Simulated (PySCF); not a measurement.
SMILES CCC[CH]O, doublet at its B3LYP/def2-SVP optimised geometry (Å):

```
14

C     -0.8173     1.9355    -1.2455
C     -0.2087     0.5346    -1.3040
C     -0.4080    -0.2721     0.0000
C      0.2155    -1.6242     0.0000
O      1.5858    -1.6242     0.0000
H     -0.6570     2.4865    -2.1863
H     -1.9052     1.8950    -1.0655
H     -0.3719     2.5315    -0.4311
H      0.8735     0.6001    -1.5083
H     -0.6467    -0.0303    -2.1466
H      0.0113     0.3132     0.8407
H     -1.4881    -0.3824     0.2022
H     -0.2792    -2.4688    -0.5006
H      1.9052    -2.5315    -0.0814
```

Calculation: PySCF with unrestricted B3LYP/def2-TZVP.

Map of the Laplacian of the electron density (e/bohr⁵) on the plane z = 1.5 Å:

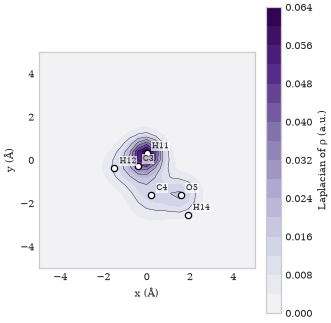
*Laplacian of the electron density (e/bohr⁵) on the plane z = 1.5 Å.*
